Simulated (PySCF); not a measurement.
**One shape, several levels: AlSbH3F (SMILES [F][AlH][SbH2])**

We compute a comparison of 6 runs (HF/STO-3G, HF/3-21G, HF/def2-SVP, MP2/def2-SVP, MP2/def2-SVPD, CCSD/def2-SVP) of AlSbH3F. Input form: a Python script.

Program for the calculation: PySCF 2.14.0.

## Step 1: The system as given

AlSbH3F: 6 atoms, total charge 0, spin state singlet. As SMILES, `[F][AlH][SbH2]`. Geometry: relaxed at PBE0-D4/def2-TZVP. This is one conformer, not always the lowest.

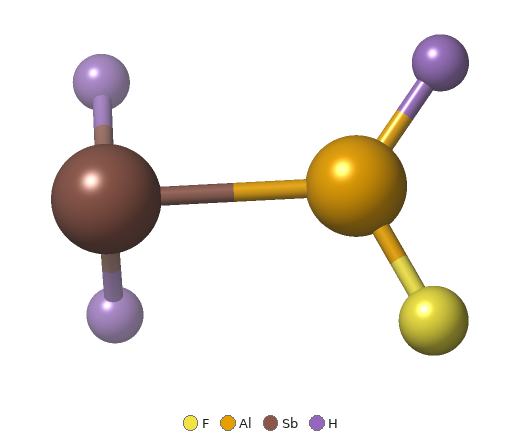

Viewed from a chosen angle; fluorine yellow, aluminium amber, antimony brown, hydrogen purple.

## Step 2: Energy and forces at HF/STO-3G (run 1)

Input file input.py:

```python
# [F][AlH][SbH2]
from pyscf import gto

mol = gto.Mole()
mol.atom = '''
F   -1.114600  -1.632400   1.262300
Al  -0.336100  -1.039300  -0.069800
Sb   1.279900   1.003700   0.334800
H   -0.594800  -1.800700  -1.431700
H    0.842100   1.592000  -1.209900
H   -0.034400   1.812900   1.068100
'''
mol.verbose = 3
mol.basis = 'sto-3g'
mol.max_memory = 1860
mol.charge = 0
mol.build()

mf = mol.RHF()
mf.conv_tol = 1e-10
mf.kernel()
if not mf.converged:
    mf = mf.newton().run(mf.mo_coeff, mf.mo_occ)

etot = mf.e_tot
print('Final energy', etot)
grad = mf.nuc_grad_method().kernel()
mf.analyze()
```

The run is started by

```
$ OMP_NUM_THREADS=1 python input.py
```

What it wrote:

```text
converged SCF energy = -6590.20776829629
[... 14 lines left out ...]
MO #4   energy= -152.828404300827  occ= 2
[... 7 lines left out ...]
MO #12  energy= -19.8212645465683  occ= 2
[... 7 lines left out ...]
MO #20  energy= -4.04558780878487  occ= 2
[... 7 lines left out ...]
MO #28  energy= -1.19436119659308  occ= 2
[... 7 lines left out ...]
MO #36  energy= -0.375456017476323 occ= 2
[... 7 lines left out ...]
MO #44  energy= 0.666037338779032  occ= 0
[... 7 lines left out ...]
Dipole moment(X, Y, Z, Debye): -0.99837, -0.44454, -1.17102
```

Run time: 3.3 s. Hardware: 1 thread of Intel Xeon at 2.70GHz, shared host; peak memory 0.12 GiB.

## Step 3: Energy and gradient at HF/3-21G (run 2)

Input file run.py:

```python
import pyscf.grad
from pyscf import gto, scf

molecule = gto.M(
    atom=[
    ('F', (-1.114600, -1.632400, 1.262300)),
    ('Al', (-0.336100, -1.039300, -0.069800)),
    ('Sb', (1.279900, 1.003700, 0.334800)),
    ('H', (-0.594800, -1.800700, -1.431700)),
    ('H', (0.842100, 1.592000, -1.209900)),
    ('H', (-0.034400, 1.812900, 1.068100)),
],
    max_memory=1860,
    basis='3-21g',
    spin=0,
    verbose=4,
    charge=0,
)

mf = scf.RHF(molecule)
mf.conv_tol = 1e-10
mf.kernel()
if not mf.converged:
    mf = mf.newton().run(mf.mo_coeff, mf.mo_occ)

etot = mf.e_tot
print('E = %.10f Eh' % etot)
grad = mf.Gradients().kernel()
mf.analyze()
```

The run is started by

```
$ OMP_NUM_THREADS=1 python run.py
```

What it wrote:

```text
PySCF version 2.14.0

[... 79 lines left out ...]
Two-electron Coulomb Energy =         2994.938839725888101
[... 13 lines left out ...]
MO #11  energy= -26.0997530508514  occ= 2
[... 11 lines left out ...]
MO #23  energy= -3.21496869042357  occ= 2
[... 11 lines left out ...]
MO #35  energy= -0.506395538798911 occ= 2
[... 11 lines left out ...]
MO #47  energy= 0.374248434578647  occ= 0
[... 11 lines left out ...]
MO #59  energy= 3.67922827765094   occ= 0
[... 68 lines left out ...]
Dipole moment(X, Y, Z, Debye):  0.34612,  0.34477, -1.39603
```

Run time: 3.3 s. Hardware: 1 thread of Intel Xeon at 2.70GHz, shared host; peak memory 0.13 GiB.

## Step 4: Energy and forces at HF/def2-SVP (core potential) (run 3)

Input file calc.py:

```python
from pyscf import gto, scf

mol = gto.M(
    atom='''
F     -1.114600    -1.632400     1.262300
Al    -0.336100    -1.039300    -0.069800
Sb     1.279900     1.003700     0.334800
H     -0.594800    -1.800700    -1.431700
H      0.842100     1.592000    -1.209900
H     -0.034400     1.812900     1.068100
''',
    max_memory=1860,
    spin=0,
    verbose=3,
    basis='def2-svp',
    ecp={'Sb': 'def2-svp'},
    charge=0,
)

hf = scf.RHF(mol)
hf.conv_tol = 1e-10
hf.kernel()
if not hf.converged:
    hf = hf.newton().run(hf.mo_coeff, hf.mo_occ)

energy = hf.e_tot
print('E(%s) = %.9f' % ('HF', energy))
grad = hf.nuc_grad_method().kernel()
dip = hf.dip_moment()
pop, q = hf.mulliken_pop()
```

The run is started by

```
$ OMP_NUM_THREADS=1 python calc.py
```

What it wrote:

```text
converged SCF energy = -582.266158285885
[... 10 lines left out ...]
Dipole moment(X, Y, Z, Debye):  0.69807,  0.37697, -1.12432
[... 80 lines left out ...]
charge of    5H =     -0.08323
```

Run time: 5.4 s. Hardware: 1 thread of Intel Xeon at 2.70GHz, shared host; peak memory 0.14 GiB.

Runs 4 to 5 aren't shown in full; the table further down has their settings and results.

## Step 5: A single-point energy at CCSD/def2-SVP (core potential) (run 6)

Input file job.py:

```python
from pyscf import gto, cc

mol = gto.M(
    atom='''
F     -2.106289    -3.084789     2.385401
Al    -0.635137    -1.963992    -0.131903
Sb     2.418660     1.896718     0.632680
H     -1.124009    -3.402830    -2.705521
H      1.591338     3.008444    -2.286380
H     -0.065007     3.425884     2.018416
''',
    basis='def2-svp',
    ecp={'Sb': 'def2-svp'},
    verbose=3,
    charge=0,
    unit='bohr',
    max_memory=1860,
)

calc0 = mol.RHF()
calc0.conv_tol = 1e-10
calc0.kernel()
if not calc0.converged:
    calc0 = calc0.newton().run(calc0.mo_coeff, calc0.mo_occ)

mycc = cc.CCSD(calc0, frozen=10)
mycc.kernel()
e_final = mycc.e_tot
print('E(%s) = %.9f' % ('CCSD', e_final))
dip = calc0.dip_moment()
pop, q = calc0.mulliken_pop()
```

The run is started by

```
$ OMP_NUM_THREADS=1 python job.py
```

What it wrote:

```text
converged SCF energy = -582.266158283419
[... 2 lines left out ...]
Dipole moment(X, Y, Z, Debye):  0.69807,  0.37697, -1.12431
[... 80 lines left out ...]
charge of    5H =     -0.08323
```

Wall time 7.5 s (1 thread of Intel Xeon at 2.70GHz, shared host); peak memory 0.28 GiB.

## Step 6: Overview of the runs

```tsv
run	level	core potential	frozen core orbitals	energy (Eh)	dipole moment (D) of the reference	HOMO energy (eV)	LUMO energy (eV)	wall time
1	HF/STO-3G	–	–	-6590.207768	1.60	-5.93	7.81	3.3 s
2	HF/3-21G	–	–	-6626.949879	1.48	-9.12	1.24	3.3 s
3	HF/def2-SVP (core potential)	def2-svp	–	-582.266158	1.38	-9.27	1.37	5.4 s
4	MP2/def2-SVP (core potential)	def2-svp	10	-582.636976	1.38	-9.27	1.37	9.9 s
5	MP2/def2-SVPD (core potential)	def2-svp	10	-582.670361	1.48	-9.28	1.18	22 s
6	CCSD/def2-SVP (core potential)	def2-svp	10	-582.668991	1.38	-9.27	1.37	7.5 s
```

## Step 7: Results

| quantity | value |
| --- | --- |
| run 6: total energy | -582.66899 Eh |
| run 6: dipole moment (Hartree–Fock density) | 1.38 D |
| run 6: HOMO energy (Hartree–Fock orbitals) | -9.27 eV |
| run 6: LUMO energy (Hartree–Fock orbitals) | 1.37 eV |
| run 6: HOMO–LUMO gap (Hartree–Fock orbitals) | 10.64 eV |
| run 6: correlation energy (10 core orbitals frozen) | -402.8 mEh |
| run 6: T1 diagnostic | 0.012 |

What this shows: Below the HF energy at the same shape and in the same basis (def2-SVP): MP2 -370.8 mEh; CCSD -402.8 mEh. Over runs 1, 2, 3 the dipole moment (its size) runs from 1.38 D (HF/def2-SVP) to 1.60 D (HF/STO-3G). The two ends differ in basis and core potential. Over runs 1, 2, 3 the HOMO–LUMO gap runs from 10.36 eV (HF/3-21G) to 13.75 eV (HF/STO-3G). Some runs of one species differ in core potentials or relativity; totals across that change don't compare. In run 1 the basis is minimal, so the values are rough. In runs 1, 2 relativity is left out where basis or elements ask for it. All runs together took 52 s, the longest 22 s.
